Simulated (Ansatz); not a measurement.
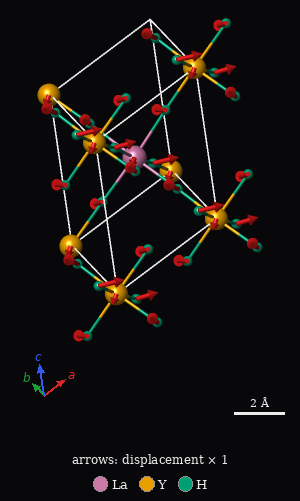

This is a relaxation of solid LaYH$_{6}$ (built on the MgZrF6-225 type type). The starting structure is drawn; red arrows show the displacements (the part carried along by the change of the cell is left out), at their true length.

The picture is a ball-and-stick view of the cell of the calculation, seen slightly off an axis.

Case: shaken.

Level of theory: DFT, PBEsol, plane waves, PAW (Ansatz 0.2.0). Set-up: plane-wave cutoff 420 eV; k-point mesh 4 × 4 × 4; occupations fermi dirac; smearing width 0.05 eV; no spin polarisation; cell and atoms relaxed; force threshold 0.01 eV/Å; at most 120 steps.

### Atoms of which element are displaced furthest, and by how much?

Hydrogen: up to 1.70 Å, against 0.50 Å for yttrium.

### What happened in the run?

Over 29 accepted moves (32 points after the start) the energy falls by 520 meV per atom. The largest force component goes from 0.54 to 0.0015 eV/Å. The pressure goes from −0.10 to −0.01 GPa. The line search rejected the trial step at point 1 of the run. The SCF was repeated twice at an unchanged geometry on a basis and grid sized afresh for the cell, which shifted the energy by 0.3 meV per atom at most. An H atom moves most relative to the cell: 1.70 Å along [−3 −2 2]. By element the largest moves are H 1.70 Å, Y 0.50 Å, La 0.41 Å. The drawn cell changes as follows: a 6.108 → 3.709 Å (−39.3 %), b 6.183 → 5.214 Å (−15.7 %), c 6.213 → 6.643 Å (+6.9 %), α 61.3° → 66.8°, β 61.7° → 56.4°, γ 62.0° → 44.6°; the volume changes by −56.3 %. Near-neighbour distances that change, for instance: H–Y 6.619 → 2.225 Å, H–La 6.708 → 2.351 Å, H–La 6.589 → 2.610 Å, H–Y 5.069 → 2.262 Å. New bonds form, among them: H–La (4.80 → 2.31 Å), H–La (4.82 → 2.33 Å), H–La (4.84 → 2.61 Å), H–La (4.86 → 2.87 Å). Among the angles between lasting bonds that change: La–H–Y 178.7° → 93.5°, H–Y–H 177.7° → 93.7°, H–La–H 93.6° → 177.1°. The space group (tolerance 0.01 Å) goes from P1 (No. 1) to Pm (No. 6). Cost: 110 s on 4 threads of Arm Neoverse V1 (shared host), peak memory 0.52 GiB.
